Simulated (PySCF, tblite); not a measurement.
# B2Cl4: changes of charge, part 2 of 2

tblite 0.8.0 and PySCF 2.14.0. Atoms count from 0. The steps go on from the part before.

## 8. Infrared spectrum with GFN2-xTB

What the job is given:

```
{"job": {"kind": "ir", "xc": "GFN2-xTB", "basis": "xTB"}, "charge": -1, "multiplicity": 2}
B      0.088452     0.527655    -0.590034
Cl    -0.859822     0.527579    -2.119929
Cl     1.268023     1.886934    -0.542716
B     -0.089078    -0.525345     0.561124
Cl     0.863226    -0.520656     2.089556
Cl    -1.265541    -1.886717     0.519244
```

What it wrote:

```text
mode    cm-1     km/mol
  1      59.7      0.00
  2      79.3      0.16
  3     168.5      0.00
  4     213.4     10.11
  5     235.5      0.00
  6     245.2      1.71
  7     348.1      0.00
  8     386.6      0.00
  9     597.0     67.91
 10     611.2     50.02
 11     632.6      0.05
 12    1187.1      0.00
ZPE 28.496  H(298)-E 51.287  G(298)-E -58.757 kJ/mol  S 369.09 J/(mol K)
```

It took 0.2 s on 1 thread of Arm Neoverse V2, shared host.

Which atoms move in the most intense modes:

```csv
cm⁻¹,km/mol,atoms
79,0.2,"Cl1 24 %, Cl5 24 %, Cl2 24 %, Cl4 24 %"
213,10.1,"B0 43 %, B3 43 %"
245,1.7,"Cl5 23 %, Cl1 23 %, Cl4 23 %, Cl2 23 %"
597,67.9,"B3 41 %, B0 40 %"
611,50.0,"B0 38 %, B3 38 %"
```

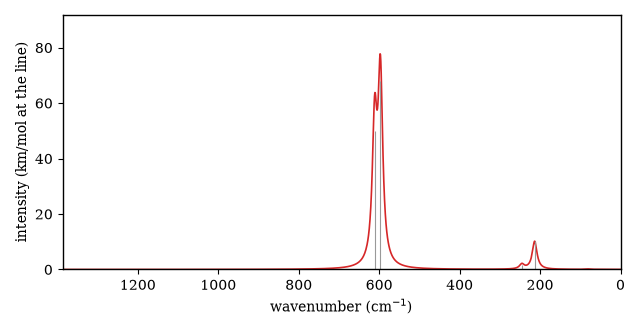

The infrared spectrum from these modes, unscaled. Lines are broadened to a width of 14 cm⁻¹ (Lorentzian).

## 9. Optimising the geometry at BP86-D3(BJ)/ma-def2-SVP

This step treats B2Cl4− (doublet), labelled `ClB(Cl)[B-](Cl)Cl` (the label fixes atoms and charge, not where charge and spin sit).

The job, as its differences from that of step 8:

```diff
@@ -1,2 +1,2 @@
-{"job": {"kind": "ir", "xc": "GFN2-xTB", "basis": "xTB"}, "charge": -1, "multiplicity": 2}
+{"job": {"xc": "BP86", "basis": "ma-def2-SVP", "d3": "d3bj", "grid": 1, "kind": "geom"}, "charge": -1, "multiplicity": 2}
 B      0.088452     0.527655    -0.590034
```

What it wrote:

```text
step   0  E = -1890.31603658  max force = 0.015285
step   1  E = -1890.31975523  max force = 0.001446
step   2  E = -1890.31981711  max force = 0.000397
step   3  E = -1890.31981559  max force = 0.000517
step   4  E = -1890.31981316  max force = 0.000824
step   5  E = -1890.31981608  max force = 0.000742
step   6  E = -1890.31981969  max force = 0.000600
step   7  E = -1890.31982241  max force = 0.000418
step   8  E = -1890.31982388  max force = 0.000293
optimisation converged
```

It took 50 s on 1 thread of Arm Neoverse V2, shared host.

Relaxation path:

```csv
step,energy from step 0 (eV),largest force component (eV/Å)
0,0.0000,0.7860
1,-0.1012,0.0744
2,-0.1029,0.0204
3,-0.1028,0.0266
4,-0.1028,0.0424
5,-0.1028,0.0382
6,-0.1029,0.0309
7,-0.1030,0.0215
8,-0.1031,0.0151
```

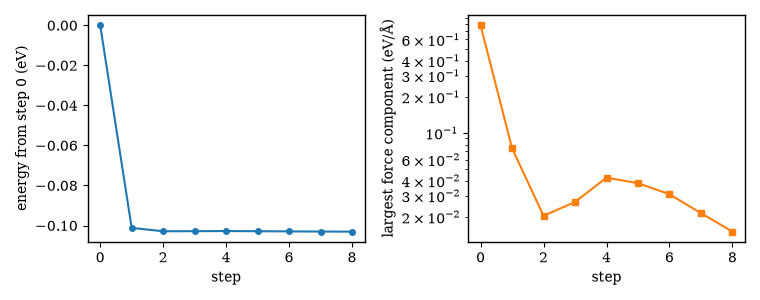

Energy and largest force along the relaxation.

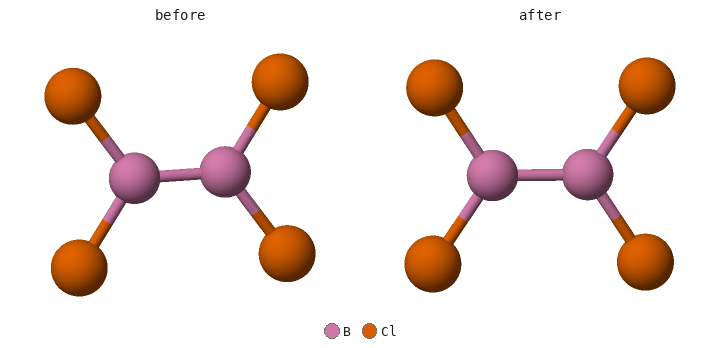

The geometry before (left) and after (right).

Distances of close pairs at the start and the end, largest changes first:

```csv
bond,before (Å),after (Å),change (Å)
B0–B3,1.570,1.630,+0.060
B0–Cl1,1.800,1.832,+0.032
B3–Cl4,1.801,1.833,+0.032
B3–Cl5,1.800,1.831,+0.031
B0–Cl2,1.800,1.831,+0.031
```

The final coordinates are the input of the step that follows.

```csv
at the end point,value
point group (found at 0.08 Å tolerance),D2h
"rotational constants (GHz, main isotopes)","1.540, 1.058, 0.627"
⟨S²⟩,0.753
```

## 10. Single point (B2Cl4): TPSSh-D3(BJ)/ma-def2-SVP

Geometry: BP86-D3(BJ)/ma-def2-SVP, that of another charge or spin state.

What the job is given:

```
{"job": {"kind": "sp", "xc": "TPSSh", "basis": "ma-def2-SVP", "d3": "d3bj", "grid": 3}, "charge": 0, "multiplicity": 1}
B      0.106340     0.493883    -0.655253
Cl    -0.891239     0.377982    -2.187962
Cl     1.370283     1.817851    -0.704253
B     -0.106161    -0.490350     0.627139
Cl     0.891991    -0.374572     2.159701
Cl    -1.369093    -1.815189     0.678192
```

What it wrote:

```text
coarse grid: 35624 points
cycle   1  E = -1890.0878534965  dE =  3.998e-01  |g| = 3.445e-01  |ddm| = 5.838e+00
cycle   2  E = -1889.9603837130  dE =  1.275e-01  |g| = 7.470e-01  |ddm| = 2.732e+00
cycle   3  E = -1890.1250253834  dE = -1.646e-01  |g| = 3.694e-02  |ddm| = 2.426e+00
cycle   4  E = -1890.1253487236  dE = -3.233e-04  |g| = 1.618e-02  |ddm| = 2.571e-01
cycle   5  E = -1890.1254241835  dE = -7.546e-05  |g| = 1.055e-03  |ddm| = 9.922e-02
cycle   6  E = -1890.1254245345  dE = -3.510e-07  |g| = 2.455e-04  |ddm| = 7.074e-03
final grid: 103616 points
cycle   7  E = -1890.1254893391  dE = -4.646e-08  |g| = 3.427e-04  |ddm| = 6.063e-03
cycle   8  E = -1890.1254892661  dE =  7.296e-08  |g| = 5.927e-04  |ddm| = 1.790e-03
cycle   9  E = -1890.1254893737  dE = -1.076e-07  |g| = 8.293e-05  |ddm| = 1.721e-03
cycle  10  E = -1890.1254893757  dE = -1.975e-09  |g| = 7.216e-06  |ddm| = 6.019e-04
converged SCF energy = -1890.1254893757
```

Run time: 7.3 s. Hardware: 1 thread of Arm Neoverse V2, shared host.

## 11. Single point (B2Cl4− (doublet), ClB(Cl)[B-](Cl)Cl): TPSSh-D3(BJ)/ma-def2-SVP

Geometry: BP86-D3(BJ)/ma-def2-SVP.

What the job is given:

```
{"job": {"kind": "sp", "xc": "TPSSh", "basis": "ma-def2-SVP", "d3": "d3bj", "grid": 3}, "charge": -1, "multiplicity": 2}
B      0.106340     0.493883    -0.655253
Cl    -0.891239     0.377982    -2.187962
Cl     1.370283     1.817851    -0.704253
B     -0.106161    -0.490350     0.627139
Cl     0.891991    -0.374572     2.159701
Cl    -1.369093    -1.815189     0.678192
```

What it wrote:

```text
final grid: 103616 points
cycle   1  E = -1890.1478214512  dE =  3.250e-02  |g| = 3.223e-01  |ddm| = 1.940e+00
cycle   2  E = -1889.9943707297  dE =  1.535e-01  |g| = 6.081e-01  |ddm| = 4.229e+00
cycle   3  E = -1890.2175023579  dE = -2.231e-01  |g| = 3.504e-02  |ddm| = 2.782e+00
cycle   4  E = -1890.2181302691  dE = -6.279e-04  |g| = 9.529e-03  |ddm| = 9.274e-02
cycle   5  E = -1890.2181805563  dE = -5.029e-05  |g| = 9.737e-04  |ddm| = 1.604e-02
cycle   6  E = -1890.2181815310  dE = -9.747e-07  |g| = 3.488e-04  |ddm| = 6.310e-03
cycle   7  E = -1890.2181816656  dE = -1.347e-07  |g| = 1.161e-04  |ddm| = 3.856e-03
cycle   8  E = -1890.2181816751  dE = -9.447e-09  |g| = 2.823e-05  |ddm| = 6.971e-04
converged SCF energy = -1890.2181816751
```

Wall time 15 s (1 thread of Arm Neoverse V2, shared host).

## 12. Single point (B₂Cl₄): TPSSh-D3(BJ)/ma-def2-SVP in acetonitrile

Geometry: BP86-D3(BJ)/ma-def2-SVP.

What the job is given:

```
{"job": {"kind": "sp", "xc": "TPSSh", "basis": "ma-def2-SVP", "d3": "d3bj", "grid": 3, "solvent": "acetonitrile"}, "charge": 0, "multiplicity": 1}
B      0.091858     0.565950    -0.631835
Cl    -1.321334     1.288567    -1.395918
Cl     1.702498     1.043511    -1.162336
B     -0.093984    -0.571098     0.613268
Cl    -0.133090    -0.033905     2.291080
Cl    -0.246933    -2.287555     0.246136
```

What it wrote:

```text
final grid: 103616 points
cycle   1  E = -1890.1434886033  dE = -3.469e-06  |g| = 1.801e-02  |ddm| = 1.445e-01
cycle   2  E = -1890.1433172143  dE =  1.714e-04  |g| = 2.953e-02  |ddm| = 1.000e-01
cycle   3  E = -1890.1435909814  dE = -2.738e-04  |g| = 1.250e-03  |ddm| = 6.235e-02
cycle   4  E = -1890.1435913928  dE = -4.114e-07  |g| = 5.994e-05  |ddm| = 2.844e-03
cycle   5  E = -1890.1435913939  dE = -1.075e-09  |g| = 2.316e-05  |ddm| = 3.340e-04
converged SCF energy = -1890.1435913939
```

Run time: 5.8 s. Hardware: 1 thread of Arm Neoverse V2, shared host.

## 13. Single point (B2Cl4− (doublet), ClB(Cl)[B-](Cl)Cl): TPSSh-D3(BJ)/ma-def2-SVP in acetonitrile

Geometry: BP86-D3(BJ)/ma-def2-SVP.

What the job is given:

```
{"job": {"kind": "sp", "xc": "TPSSh", "basis": "ma-def2-SVP", "d3": "d3bj", "grid": 3, "solvent": "acetonitrile"}, "charge": -1, "multiplicity": 2}
B      0.106340     0.493883    -0.655253
Cl    -0.891239     0.377982    -2.187962
Cl     1.370283     1.817851    -0.704253
B     -0.106161    -0.490350     0.627139
Cl     0.891991    -0.374572     2.159701
Cl    -1.369093    -1.815189     0.678192
```

What it wrote:

```text
final grid: 103616 points
cycle   1  E = -1890.2897028921  dE = -2.639e-04  |g| = 1.635e-02  |ddm| = 9.442e-01
cycle   2  E = -1890.2895388901  dE =  1.640e-04  |g| = 2.272e-02  |ddm| = 2.183e-01
cycle   3  E = -1890.2898756617  dE = -3.368e-04  |g| = 2.201e-03  |ddm| = 9.591e-02
cycle   4  E = -1890.2898782008  dE = -2.539e-06  |g| = 8.255e-05  |ddm| = 3.224e-03
cycle   5  E = -1890.2898782056  dE = -4.839e-09  |g| = 4.013e-05  |ddm| = 1.322e-03
converged SCF energy = -1890.2898782056
```

Wall time 10 s (1 thread of Arm Neoverse V2, shared host).

## 14. Single point (B2Cl4): TPSSh-D3(BJ)/ma-def2-SVP in water

Geometry: BP86-D3(BJ)/ma-def2-SVP.

What the job is given:

```
{"job": {"kind": "sp", "xc": "TPSSh", "basis": "ma-def2-SVP", "d3": "d3bj", "grid": 3, "solvent": "water"}, "charge": 0, "multiplicity": 1}
B      0.091858     0.565950    -0.631835
Cl    -1.321334     1.288567    -1.395918
Cl     1.702498     1.043511    -1.162336
B     -0.093984    -0.571098     0.613268
Cl    -0.133090    -0.033905     2.291080
Cl    -0.246933    -2.287555     0.246136
```

What it wrote:

```text
final grid: 103616 points
cycle   1  E = -1890.1435295155  dE = -5.099e-06  |g| = 1.840e-02  |ddm| = 1.485e-01
cycle   2  E = -1890.1433521154  dE =  1.774e-04  |g| = 3.009e-02  |ddm| = 1.020e-01
cycle   3  E = -1890.1436364968  dE = -2.844e-04  |g| = 1.278e-03  |ddm| = 6.345e-02
cycle   4  E = -1890.1436369274  dE = -4.305e-07  |g| = 6.372e-05  |ddm| = 2.900e-03
cycle   5  E = -1890.1436369286  dE = -1.236e-09  |g| = 2.451e-05  |ddm| = 3.608e-04
converged SCF energy = -1890.1436369286
```

Run time: 5.9 s. Hardware: 1 thread of Arm Neoverse V2, shared host.

## 15. Single point (B₂Cl₄− (doublet), ClB(Cl)[B-](Cl)Cl): TPSSh-D3(BJ)/ma-def2-SVP in water

Geometry: BP86-D3(BJ)/ma-def2-SVP.

What the job is given:

```
{"job": {"kind": "sp", "xc": "TPSSh", "basis": "ma-def2-SVP", "d3": "d3bj", "grid": 3, "solvent": "water"}, "charge": -1, "multiplicity": 2}
B      0.106340     0.493883    -0.655253
Cl    -0.891239     0.377982    -2.187962
Cl     1.370283     1.817851    -0.704253
B     -0.106161    -0.490350     0.627139
Cl     0.891991    -0.374572     2.159701
Cl    -1.369093    -1.815189     0.678192
```

What it wrote:

```text
final grid: 103616 points
cycle   1  E = -1890.2908509174  dE = -2.766e-04  |g| = 1.659e-02  |ddm| = 9.571e-01
cycle   2  E = -1890.2906842888  dE =  1.666e-04  |g| = 2.297e-02  |ddm| = 2.203e-01
cycle   3  E = -1890.2910288435  dE = -3.446e-04  |g| = 2.233e-03  |ddm| = 9.654e-02
cycle   4  E = -1890.2910314571  dE = -2.614e-06  |g| = 8.606e-05  |ddm| = 3.272e-03
cycle   5  E = -1890.2910314624  dE = -5.369e-09  |g| = 4.121e-05  |ddm| = 1.357e-03
converged SCF energy = -1890.2910314624
```

Wall time 11 s (1 thread of Arm Neoverse V2, shared host).

## 16. Changes of charge: TPSSh-D3(BJ)/ma-def2-SVP

This step combines the energies above: geometries from BP86-D3(BJ)/ma-def2-SVP, zero-point and thermal terms from GFN2-xTB.

What the job is given:

```
{"job": {"kind": "rx", "dirs": [-1], "deep": 3, "geom": {"xc": "BP86", "basis": "ma-def2-SVP", "d3": "d3bj", "grid": 1}, "level": {"xc": "TPSSh", "basis": "ma-def2-SVP", "d3": "d3bj", "grid": 3, "solvents": ["acetonitrile", "water"]}}, "charge": 0, "multiplicity": 1}
B      0.091858     0.565950    -0.631835
Cl    -1.321334     1.288567    -1.395918
Cl     1.702498     1.043511    -1.162336
B     -0.093984    -0.571098     0.613268
Cl    -0.133090    -0.033905     2.291080
Cl    -0.246933    -2.287555     0.246136
```

Output (the driver's rows laid out field by field):

```text
ionisation and electron attachment, TPSSh-D3(BJ)/ma-def2-SVP // BP86-D3(BJ)/ma-def2-SVP

row 1
  change                  reduction
  charge                  -1
  multiplicity            2
  vertical_ev             0.6442
  vertical_s2             0.755
  formula                 B2Cl4
  smiles                  ClB(Cl)[B-](Cl)Cl
  kept                    yes
  pieces                  1
  point_group             D2h
  adiabatic_electronic_ev 2.0738
  adiabatic_ev            2.0791
  free_energy_ev          2.0432
  s2                      0.754
  bonds_moved             0 1 1.762 1.832; 3 4 1.762 1.833; 0 2 1.762 1.831; 3 5 1.762 1.831
  spin_on                 0 B 0.43; 3 B 0.43
  charge_moved            1 Cl -0.176; 4 Cl -0.176; 5 Cl -0.175; 2 Cl -0.175
  vertical_back_ev        2.5223
  relaxation_parent_ev    0.4485
  relaxation_ion_ev       1.4296
  reorganisation_ev       1.8781
  solution                solvent acetonitrile, absolute_potential_v 3.9501, solvation_parent_kj -4.26, solvation_ion_kj -188.24; solvent water, absolute_potential_v 3.9802, solvation_parent_kj -4.37, solvation_ion_kj -191.27
```

It took 2.7 min on 1 thread of Arm Neoverse V2, shared host.

Energy taken up on oxidation, or given off on reduction (eV; adiabatic with zero-point energy):

```csv
change,product,vertical,adiabatic,free energy,reorganisation,⟨S²⟩
reduction (multiplicity 2),ClB(Cl)[B-](Cl)Cl,0.64,2.08,2.04,1.88,0.75
```

On reduction to multiplicity 2 charge changes most on Cl1 (-0.18 e), Cl4 (-0.18 e), Cl5 (-0.17 e); the spin sits on B0 (0.43), B3 (0.43); the bond B0–Cl1 goes from 1.762 to 1.832 Å; the absolute potential is 3.95 V in acetonitrile, 3.98 V in water.

## 17. What came out

What follows sums up all 2 parts.

| quantity | value |
| --- | --- |
| strongest single infrared mode (GFN2-xTB) | 703 cm⁻¹, 69 km/mol |
| zero-point energy (GFN2-xTB) | 6.9 kcal/mol |
| rotational constants (main isotopes) | 1.56, 0.85, 0.84 GHz |
| electron affinity (TPSSh-D3(BJ)/ma-def2-SVP) | vertical 0.64 eV, adiabatic 2.08 eV |

What this shows: No mode is imaginary among the 12: a minimum at this level. Unscaled tight-binding wavenumbers are off by several per cent, some by more. Its intensities can rank the bands wrongly. The optimisation took 6 steps and gained 0.123 eV; among the close pairs (by a distance rule), B3–Cl4 changed most, from 1.720 to 1.762 Å (BP86/ma-def2-SVP). At TPSSh-D3(BJ)/ma-def2-SVP, relaxation with the zero-point term after reduction moves the energy given off from 0.64 eV (vertical) to 2.08 eV (adiabatic, with zero-point energy).
